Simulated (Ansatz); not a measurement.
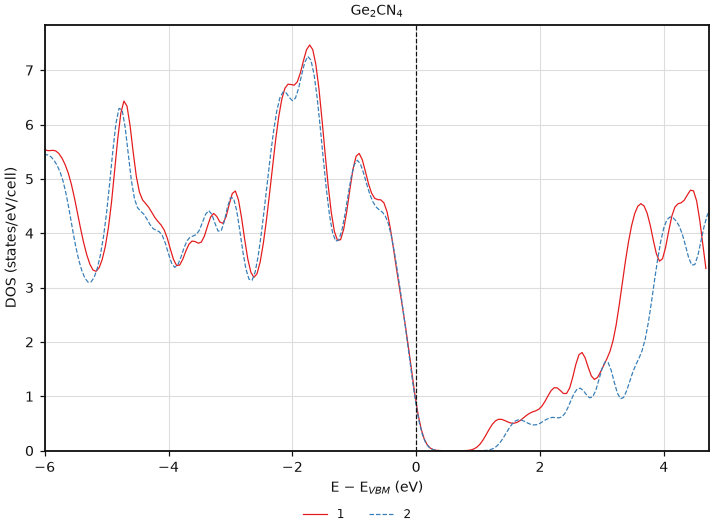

Total densities of states of Ge2CN4, space group P2_1/m, 14 atoms in the cell, beta-nitride host type, by two methods on the same cell. The curves are built from the levels of the k mesh with Gaussians 0.3 eV wide, which also blur the band edges. Each is counted from its own valence-band top.

**Which curve is which? The methods: PBE+SOC, r2SCAN.**

1 is PBE+SOC; 2 is r2SCAN. PBE+SOC gives a gap of 1.15 eV and r2SCAN gives a gap of 1.44 eV.

Settings. PBE+SOC: DFT, PBE with spin-orbit coupling, plane waves, PAW, 4×8×4 k mesh, 420 eV cutoff (Ansatz 0.2.0). r2SCAN: DFT, r2SCAN, plane waves, PAW, no spin polarisation, 4×8×4 k mesh, 500 eV cutoff (Ansatz 0.2.0).

The atoms aren't at rest in this cell (largest force 0.3 eV/Å), so the relaxed material can differ.
